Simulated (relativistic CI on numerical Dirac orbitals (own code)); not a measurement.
# W⁴⁺ (5d2) in crystal fields: levels and magnetism

Aim: the levels, ground state and powder susceptibility of W⁴⁺ in 6 parametric crystal fields.

Program: relativistic CI on numerical Dirac orbitals (own code) version 1. Level of theory: Dirac-Coulomb-Breit CI, KLI orbitals optimised for each configuration, model QED (radiative potential, 1s self-energy scaled to tabulated hydrogen-like ionisation energies), valence Slater integrals scaled by 0.65, one configuration in a parametric crystal field. These are calculated values, not measurements, unless marked.

### Step 1. The atom as given

| Property | Result |
| --- | --- |
| ion | W⁴⁺ (W V) |
| nuclear charge | 74 |
| electrons | 70 |
| open shell | 5d2 |
| Slater scale | 0.65 |
| field 1 (cm⁻¹) | D3d, 10Dq = 52950, Dsigma = 110, Dtau = 170 |
| field 2 (cm⁻¹) | D3d, 10Dq = 52950, Dsigma = 330, Dtau = 170 |
| field 3 (cm⁻¹) | D3d, 10Dq = 52950, Dsigma = 550, Dtau = 170 |
| field 4 (cm⁻¹) | D3d, 10Dq = 52950, Dsigma = 760, Dtau = 170 |
| field 5 (cm⁻¹) | D3d, 10Dq = 52950, Dsigma = 980, Dtau = 170 |
| field 6 (cm⁻¹) | D3d, 10Dq = 52950, Dsigma = 1200, Dtau = 170 |

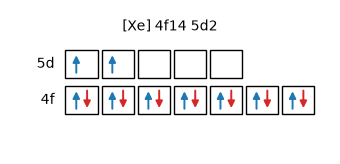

The shells outside the core, filled by Hund's rule for the drawing.

### Step 2. Field 1: D3d, 10Dq = 52950, Dsigma = 110, Dtau = 170

Input settings:

```ini
atom W  Z=74  charge=4  electrons=70
nucleus A=184  rms_radius_fm=5.3658
hamiltonian dirac-coulomb  breit=on  qed=on  c_scale=1
orbitals kli  potential=per-configuration
slater_scale 0.65
correlation none
mixing on
configurations
  [Xe] 4f14 5d2
end
crystal_field D3d 10Dq=52950 Dsigma=110 Dtau=170
```

The program writes no log. Results of the run, from its result record (rounded, main fields):

```text
{
  "status": "converged",
  "cf_levels [E_cm, degeneracy, irrep, S_eff, L_eff, J_eff, g_principal]": [
    [0, 2, "E", 0.9742, 2.802, 2.655, "-"],
    [505.4, 2, "E", 0.9632, 2.807, 2.683, "-"],
    [817.6, 1, "A1", 0.9548, 2.777, 2.708, "-"],
    [3722.7, 1, "A2", 0.9994, 2.746, 3.289, "-"],
    [4584.1, 2, "E", 0.9959, 2.744, 3.259, "-"],
    [5044.6, 1, "A1", 0.9627, 2.685, 3.441, "-"],
    [9526, 1, "A1", 0.1261, 3.205, 3.217, "-"],
    [10227.6, 2, "E", 0.1165, 3.197, 3.202, "-"],
    [11542.5, 2, "E", 0.0799, 3.218, 3.225, "-"],
    [21943.2, 1, "A1", 0.1146, 2.641, 2.72, "-"],
    [53542.1, 1, "A2", 0.9996, 2.994, 3.007, "-"],
    [54006, 1, "A1", 0.9926, 2.993, 3.035, "-"],
    [54146.6, 2, "E", 0.9943, 2.961, 3.008, "-"],
    [54971.4, 2, "E", 0.9887, 2.923, 3.273, "-"],
    [55617.2, 2, "E", 0.9917, 2.93, 3.268, "-"],
    [55766.9, 1, "A2", 0.9836, 3.001, 3.364, "-"],
    [59945.4, 1, "A1", 0.9885, 1.605, 1.598, "-"],
    [60447.3, 1, "A2", 0.977, 1.659, 1.907, "-"],
    "... 12 more rows left out ..."
  ],
  "chiT [K, cm3 K/mol]": [[2, 0.0573618], [5, 0.0585193], [10, 0.0604487], [20, 0.0643073], [50, 0.0758831], [100, 0.095133], [200, 0.13142], [300, 0.162209]],
  "stabilisation [cm-1]": -37225.7,
  "radial 5d2 [Ha, bohr]": {"<r^-3>(5d)": 10.092, "<r^1>(5d)": 1.6648, "<r^2>(5d)": 3.1699, "<r^4>(5d)": 16.053, "F2(5d,5d)": 0.28713, "F4(5d,5d)": 0.19143, "zeta(5d)": 0.012817},
  "n_levels_all": 30
}
```

Run time: 0.089 s. Hardware: 1 thread, shared host.

### Step 3. Field 2: D3d, 10Dq = 52950, Dsigma = 330, Dtau = 170

The settings differ from step 2 so:

```diff
@@ -10,2 +10,2 @@
 end
-crystal_field D3d 10Dq=52950 Dsigma=110 Dtau=170
+crystal_field D3d 10Dq=52950 Dsigma=330 Dtau=170
```

From the record:

```text
{
  "status": "converged",
  "cf_levels [E_cm, degeneracy, irrep, S_eff, L_eff, J_eff, g_principal]": [
    [0, 2, "E", 0.9762, 2.796, 2.655, "-"],
    [620.9, 2, "E", 0.9631, 2.807, 2.697, "-"],
    [971, 1, "A1", 0.947, 2.777, 2.733, "-"],
    [3664.4, 1, "A2", 0.9994, 2.741, 3.281, "-"],
    [4955.6, 2, "E", 0.9918, 2.753, 3.252, "-"],
    [5339.9, 1, "A1", 0.9638, 2.691, 3.42, "-"],
    [9158.1, 1, "A1", 0.1429, 3.205, 3.221, "-"],
    [10198.6, 2, "E", 0.1265, 3.199, 3.204, "-"],
    [12104.2, 2, "E", 0.07489, 3.209, 3.217, "-"],
    [22248.5, 1, "A1", 0.113, 2.649, 2.727, "-"],
    [53599.6, 1, "A2", 0.9993, 2.987, 3.013, "-"],
    [54021.7, 1, "A1", 0.9922, 2.987, 3.04, "-"],
    [54165.2, 2, "E", 0.9951, 2.941, 3.003, "-"],
    [54864.7, 2, "E", 0.9889, 2.903, 3.246, "-"],
    "... 16 more rows left out ..."
  ],
  "chiT [K, cm3 K/mol]": [[2, 0.0624975], [5, 0.063643], [10, 0.0655522], [20, 0.0693705], [50, 0.0808256], [100, 0.0999099], [200, 0.137111], [300, 0.170399]],
  "stabilisation [cm-1]": -37382.3,
  "n_levels_all": 30
}
```

It took 0.089 s on 1 thread, shared host.

### Step 4. Field 3: D3d, 10Dq = 52950, Dsigma = 550, Dtau = 170

The settings differ from step 3 so:

```diff
@@ -10,2 +10,2 @@
 end
-crystal_field D3d 10Dq=52950 Dsigma=330 Dtau=170
+crystal_field D3d 10Dq=52950 Dsigma=550 Dtau=170
```

From the record:

```text
{
  "status": "converged",
  "cf_levels [E_cm, degeneracy, irrep, S_eff, L_eff, J_eff, g_principal]": [
    [0, 2, "E", 0.978, 2.79, 2.655, "-"],
    [712.1, 2, "E", 0.9635, 2.805, 2.712, "-"],
    [1067.5, 1, "A1", 0.937, 2.776, 2.761, "-"],
    [3607.8, 1, "A2", 0.9994, 2.736, 3.273, "-"],
    [5346, 2, "E", 0.9856, 2.764, 3.245, "-"],
    [5681.2, 1, "A1", 0.965, 2.7, 3.395, "-"],
    [8764.2, 1, "A1", 0.1638, 3.203, 3.224, "-"],
    [10176.9, 2, "E", 0.1403, 3.2, 3.206, "-"],
    [12666.1, 2, "E", 0.07059, 3.201, 3.208, "-"],
    [22593.6, 1, "A1", 0.1109, 2.66, 2.736, "-"],
    [53629, 1, "A2", 0.9989, 2.976, 3.017, "-"],
    [54012.4, 1, "A1", 0.9918, 2.976, 3.042, "-"],
    [54143.5, 2, "E", 0.9957, 2.919, 2.995, "-"],
    [54740.3, 2, "E", 0.9892, 2.882, 3.219, "-"],
    "... 16 more rows left out ..."
  ],
  "chiT [K, cm3 K/mol]": [[2, 0.0669489], [5, 0.0680969], [10, 0.0700103], [20, 0.0738372], [50, 0.0853176], [100, 0.10445], [200, 0.142238], [300, 0.177263]],
  "stabilisation [cm-1]": -37544.1,
  "n_levels_all": 30
}
```

Run time: 0.09 s. Hardware: 1 thread, shared host.

### Step 5. Field 4: D3d, 10Dq = 52950, Dsigma = 760, Dtau = 170

The settings differ from step 4 so:

```diff
@@ -10,2 +10,2 @@
 end
-crystal_field D3d 10Dq=52950 Dsigma=550 Dtau=170
+crystal_field D3d 10Dq=52950 Dsigma=760 Dtau=170
```

From the record:

```text
{
  "status": "converged",
  "cf_levels [E_cm, degeneracy, irrep, S_eff, L_eff, J_eff, g_principal]": [
    [0, 2, "E", 0.9795, 2.785, 2.655, "-"],
    [780.6, 2, "E", 0.964, 2.801, 2.725, "-"],
    [1110.5, 1, "A1", 0.9252, 2.774, 2.788, "-"],
    [3554.6, 1, "A2", 0.9994, 2.732, 3.265, "-"],
    [5728.9, 2, "E", 0.9771, 2.777, 3.24, "-"],
    [6043.2, 1, "A1", 0.9662, 2.71, 3.369, "-"],
    [8371.5, 1, "A1", 0.1881, 3.198, 3.227, "-"],
    [10164.9, 2, "E", 0.1582, 3.2, 3.207, "-"],
    [13201.6, 2, "E", 0.06701, 3.193, 3.2, "-"],
    [22953.2, 1, "A1", 0.1087, 2.672, 2.745, "-"],
    [53632.5, 1, "A2", 0.9986, 2.963, 3.021, "-"],
    [53981.7, 1, "A1", 0.9916, 2.963, 3.04, "-"],
    [54093.3, 2, "E", 0.9963, 2.897, 2.985, "-"],
    [54607.2, 2, "E", 0.9895, 2.861, 3.194, "-"],
    "... 16 more rows left out ..."
  ],
  "chiT [K, cm3 K/mol]": [[2, 0.0709108], [5, 0.0720678], [10, 0.0739962], [20, 0.077853], [50, 0.0894232], [100, 0.108706], [200, 0.147001], [300, 0.183238]],
  "stabilisation [cm-1]": -37703.0,
  "n_levels_all": 30
}
```

Run time: 0.089 s. Hardware: 1 thread, shared host.

### Step 6. Field 5: D3d, 10Dq = 52950, Dsigma = 980, Dtau = 170

The settings differ from step 5 so:

```diff
@@ -10,2 +10,2 @@
 end
-crystal_field D3d 10Dq=52950 Dsigma=760 Dtau=170
+crystal_field D3d 10Dq=52950 Dsigma=980 Dtau=170
```

From the record:

```text
{
  "status": "converged",
  "cf_levels [E_cm, degeneracy, irrep, S_eff, L_eff, J_eff, g_principal]": [
    [0, 2, "E", 0.9808, 2.781, 2.656, "-"],
    [836.9, 2, "E", 0.9648, 2.797, 2.738, "-"],
    [1109, 1, "A1", 0.91, 2.772, 2.814, "-"],
    [3499.7, 1, "A2", 0.9994, 2.727, 3.256, "-"],
    [6133.3, 2, "E", 0.9645, 2.793, 3.236, "-"],
    [6452.5, 1, "A1", 0.9669, 2.723, 3.34, "-"],
    [7950.7, 1, "A1", 0.2194, 3.19, 3.232, "-"],
    [10163.7, 2, "E", 0.184, 3.198, 3.208, "-"],
    [13761, 2, "E", 0.0637, 3.184, 3.191, "-"],
    [23355.6, 1, "A1", 0.1062, 2.685, 2.756, "-"],
    [53612.9, 1, "A2", 0.9982, 2.947, 3.023, "-"],
    [53929.5, 1, "A1", 0.9914, 2.946, 3.036, "-"],
    [54016.3, 2, "E", 0.9967, 2.873, 2.972, "-"],
    [54455.5, 2, "E", 0.9898, 2.84, 3.168, "-"],
    "... 16 more rows left out ..."
  ],
  "chiT [K, cm3 K/mol]": [[2, 0.0749107], [5, 0.0760812], [10, 0.0780319], [20, 0.0819334], [50, 0.0936378], [100, 0.113145], [200, 0.151991], [300, 0.189245]],
  "stabilisation [cm-1]": -37873.8,
  "n_levels_all": 30
}
```

It took 0.089 s on 1 thread, shared host.

### Step 7. Field 6: D3d, 10Dq = 52950, Dsigma = 1200, Dtau = 170

The settings differ from step 6 so:

```diff
@@ -10,2 +10,2 @@
 end
-crystal_field D3d 10Dq=52950 Dsigma=980 Dtau=170
+crystal_field D3d 10Dq=52950 Dsigma=1200 Dtau=170
```

From the record:

```text
{
  "status": "converged",
  "cf_levels [E_cm, degeneracy, irrep, S_eff, L_eff, J_eff, g_principal]": [
    [0, 2, "E", 0.982, 2.776, 2.656, "-"],
    [880.5, 2, "E", 0.9656, 2.792, 2.749, "-"],
    [1063.9, 1, "A1", 0.8915, 2.771, 2.838, "-"],
    [3445.3, 1, "A2", 0.9994, 2.722, 3.248, "-"],
    [6533.4, 2, "E", 0.9465, 2.812, 3.234, "-"],
    [6880.7, 1, "A1", 0.9603, 2.744, 3.295, "-"],
    [7531.7, 1, "A1", 0.2692, 3.172, 3.256, "-"],
    [10178.2, 2, "E", 0.2196, 3.193, 3.208, "-"],
    [14318.4, 2, "E", 0.06079, 3.175, 3.182, "-"],
    [23779.2, 1, "A1", 0.1036, 2.699, 2.768, "-"],
    [53572.4, 1, "A2", 0.9979, 2.93, 3.024, "-"],
    [53859.7, 1, "A1", 0.9913, 2.927, 3.03, "-"],
    [53919.5, 2, "E", 0.9971, 2.851, 2.959, "-"],
    [54293.5, 2, "E", 0.9901, 2.819, 3.142, "-"],
    "... 16 more rows left out ..."
  ],
  "chiT [K, cm3 K/mol]": [[2, 0.0788344], [5, 0.0800211], [10, 0.0819988], [20, 0.0859544], [50, 0.0978211], [100, 0.117599], [200, 0.157041], [300, 0.195177]],
  "stabilisation [cm-1]": -38048.9,
  "n_levels_all": 30
}
```

Wall time 0.089 s (1 thread, shared host).

### Step 8. Comparison of the fields

| field | ground state | degeneracy | S | J | first gap (cm⁻¹) | stabilisation (cm⁻¹) | χT at 2 K | χT at 300 K |
| --- | --- | --- | --- | --- | --- | --- | --- | --- |
| 1: D3d | E | 2 | 0.97 | 2.65 | 505 | -37226 | 0.057 | 0.162 |
| 2: D3d | E | 2 | 0.98 | 2.65 | 621 | -37382 | 0.062 | 0.170 |
| 3: D3d | E | 2 | 0.98 | 2.66 | 712 | -37544 | 0.067 | 0.177 |
| 4: D3d | E | 2 | 0.98 | 2.66 | 781 | -37703 | 0.071 | 0.183 |
| 5: D3d | E | 2 | 0.98 | 2.66 | 837 | -37874 | 0.075 | 0.189 |
| 6: D3d | E | 2 | 0.98 | 2.66 | 881 | -38049 | 0.079 | 0.195 |

χT is in cm³ K/mol; stabilisation counts from the free ion's lowest level; S and J come from the expectation values of their squares.

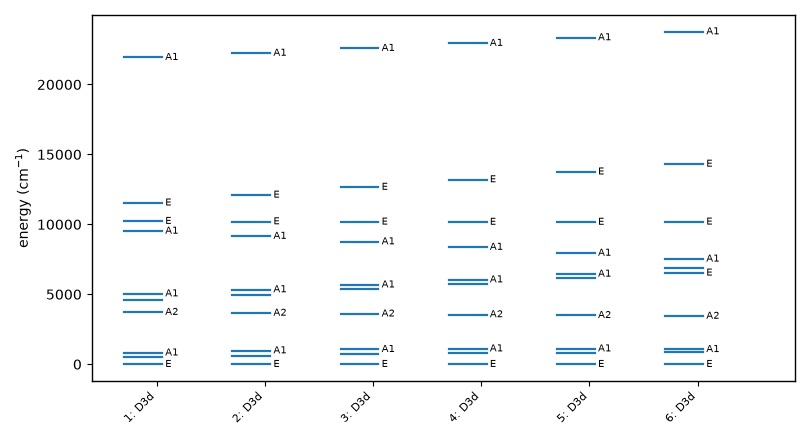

The lowest levels in each field.

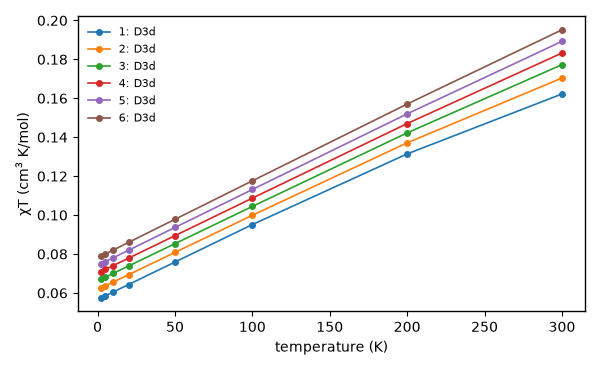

χT against temperature, by Van Vleck's formula.

### Step 9. What came out

| quantity | value |
| --- | --- |
| ground spin (effective S from ⟨S²⟩) | 1: 0.97, 2: 0.98, 3: 0.98, 4: 0.98, 5: 0.98, 6: 0.98 |
| χT at 300 K | 0.16 to 0.20 cm³ K/mol |

**Reading.** All fields leave the ground state at S = 1. The field is a set of parameters, without covalency or charge transfer.
